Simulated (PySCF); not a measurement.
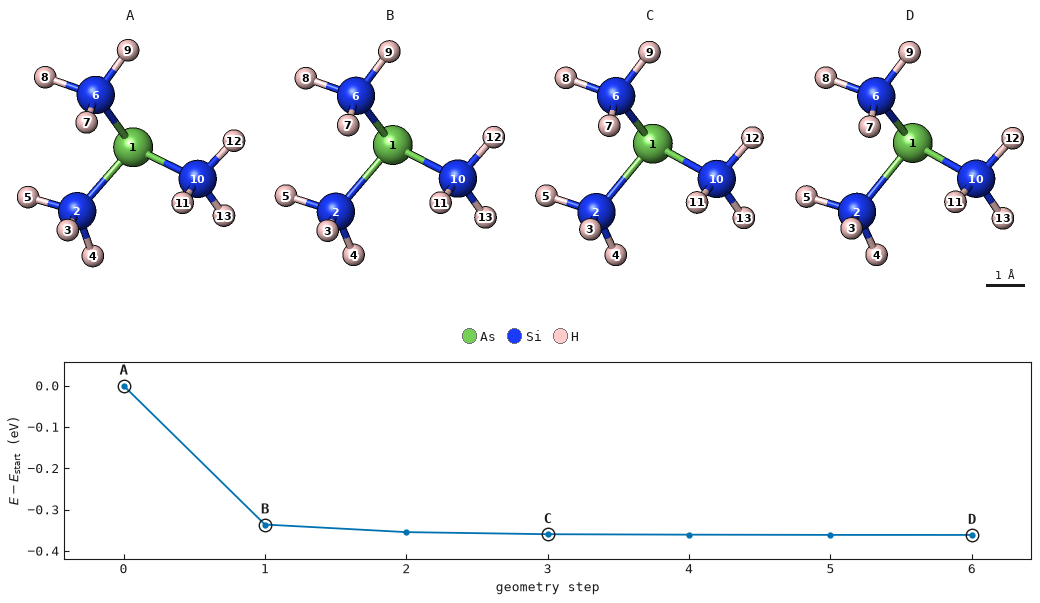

Frames of a relaxation of Si$_{3}$AsH$_{9}$, marked on the history of the run. A ball-and-stick model, seen at a tilt.

The start comes from GFN2-xTB. Its atoms were then displaced at random by about 0.03 Å.

Level of theory: PBE0-D3(BJ)/def2-SVP geometry optimisation, gas phase in PySCF. 

What happens along the run?

After 6 geometry steps the energy has fallen by 0.361 eV. H11 moves most after the best rigid fit: 0.19 Å. Largest moves by element: H 0.19 Å, As 0.14 Å, Si 0.06 Å. Near-neighbour distances that change, for instance: As1–Si2 2.261 → 2.367 Å, Si10–H13 1.390 → 1.494 Å, As1–Si10 2.290 → 2.366 Å, As1–Si6 2.430 → 2.366 Å. Bond angles that change, for instance: Si2–As1–Si10 100.3° → 94.3°, H4–Si2–H5 103.6° → 109.3°, As1–Si10–H12 112.2° → 108.4°. From step 0 to 1: H12 moves most (0.10 Å), energy −0.336 eV. From step 1 to 3: H11 moves most (0.10 Å), energy −0.023 eV. From step 3 to 6: H11 moves most (0.05 Å), energy −0.002 eV.

```json
{"step": "0", "E − E(0), eV": "0.0000"}
{"step": "1", "E − E(0), eV": "-0.3362"}
{"step": "2", "E − E(0), eV": "-0.3546"}
{"step": "3", "E − E(0), eV": "-0.3596"}
{"step": "4", "E − E(0), eV": "-0.3607"}
{"step": "5", "E − E(0), eV": "-0.3613"}
{"step": "6", "E − E(0), eV": "-0.3614"}
```
